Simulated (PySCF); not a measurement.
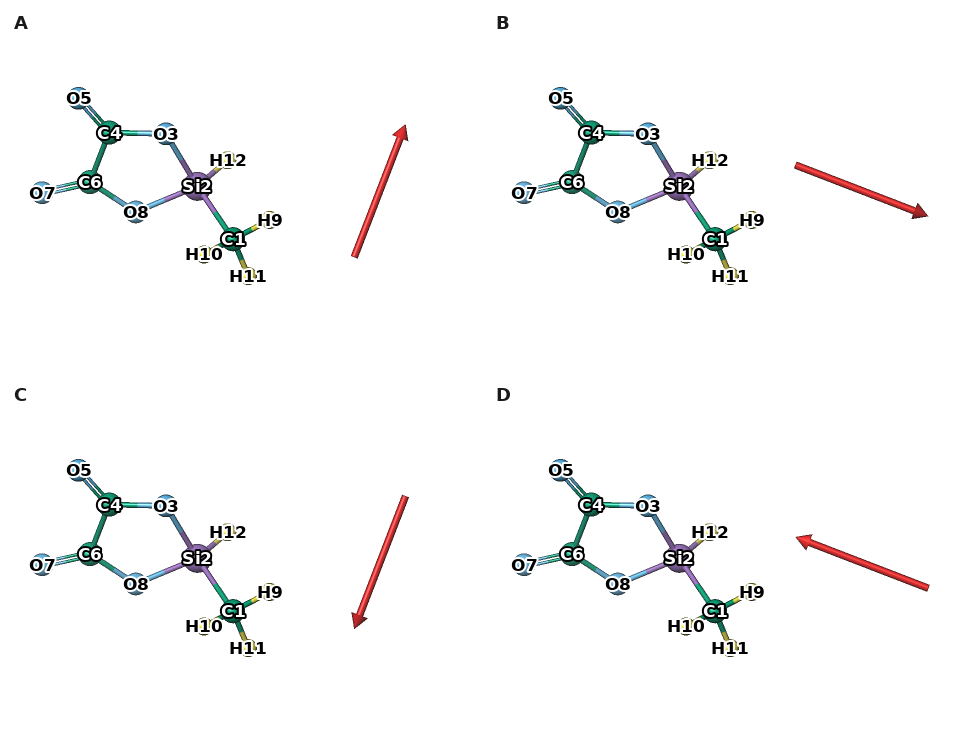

The same molecule four times, each with an arrow. Computed geometry: GFN2-xTB optimisation. No frequency run is at hand to confirm it as a minimum. Method: B3LYP/def2-SVPD, gas phase (PySCF 2.14.0).

Question: Which arrow points along the dipole moment, from the negative to the positive end?

Answer: B. The dipole moment is 6.42 D; it points from the side of O5, O7 to the side of H9, H11 (the outermost atoms at the two ends).

The geometry is semi-empirical. Around Si such bond lengths and angles can be off by a tenth of an ångström or more and by several degrees, and values that hang on the shape move with them.
